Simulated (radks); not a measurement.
Computed with the in-house radial solver radks: scalar-relativistic Kohn-Sham, r2SCAN, spin-unpolarised, spherical densities, finite nucleus. The occupation of the 3s shell is varied from Mg²⁺ ([Ne]) to Mg⁺ ([Ne] 3s1), with spherical fractional occupations. Wanted, and plotted below: the total energy less the straight line between the end points, and the eigenvalue of 3s (the dashed line is minus the energy to take the whole electron out).

The curve is convex (below the straight line), with the largest deviation among the points computed, −0.73 eV, at 0.5. The end points differ by 14.4 eV, the energy to take the electron out. The eigenvalue, which is the slope of the energy (Janak's theorem), moves from −16.0 eV at 0.25 to −11.3 eV at 1; for a straight line it would stay constant, and a parabola would sag by an eighth of this change, scaled to a whole electron, 0.78 eV. Convexity is the delocalisation error: fractional charges are too low in energy.

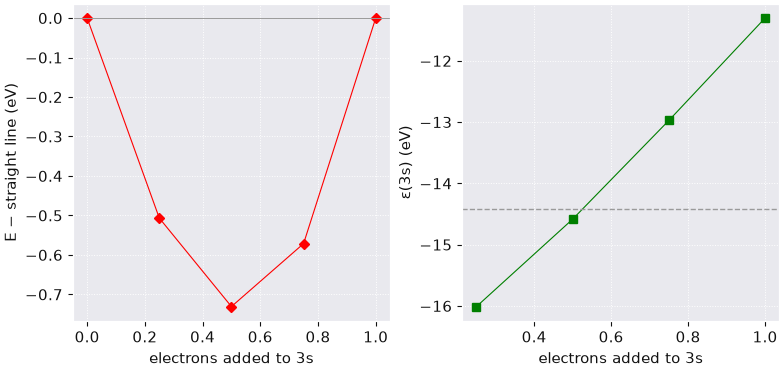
